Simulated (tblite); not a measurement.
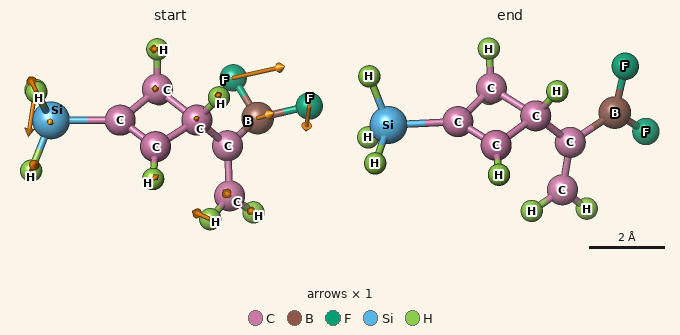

The structure of C6H9BF2Si before (left) and after (right) a relaxation, at one scale. The orange arrows give the displacements, at their true length.

The picture is a ball-and-stick view, seen at a tilt.

Level of theory: GFN2-xTB geometry optimisation, gas phase (tblite 0.8.0). 

Describe what moved and what it gained.

Answer. After 183 geometry steps the energy has fallen by 157.7 kJ/mol. The largest move after the best rigid fit is that of an F atom, 2.09 Å. Largest moves by element: F 2.09 Å, H 1.29 Å, B 0.69 Å, C 0.41 Å, Si 0.19 Å. Some distances before and after: B–F 1.483 → 1.321 Å, B–F 1.445 → 1.321 Å, C–C 1.501 → 1.561 Å, C–C 1.448 → 1.504 Å. Bond angles that change, for instance: C–B–F 113.1° → 123.0°, C–B–F 117.7° → 123.3°, B–C–C 123.7° → 118.0°. Groups turn about C–Si by about 40°, C–C by about 30°. Cost: 2.8 s on 1 thread of Arm Neoverse N1, on a shared host.
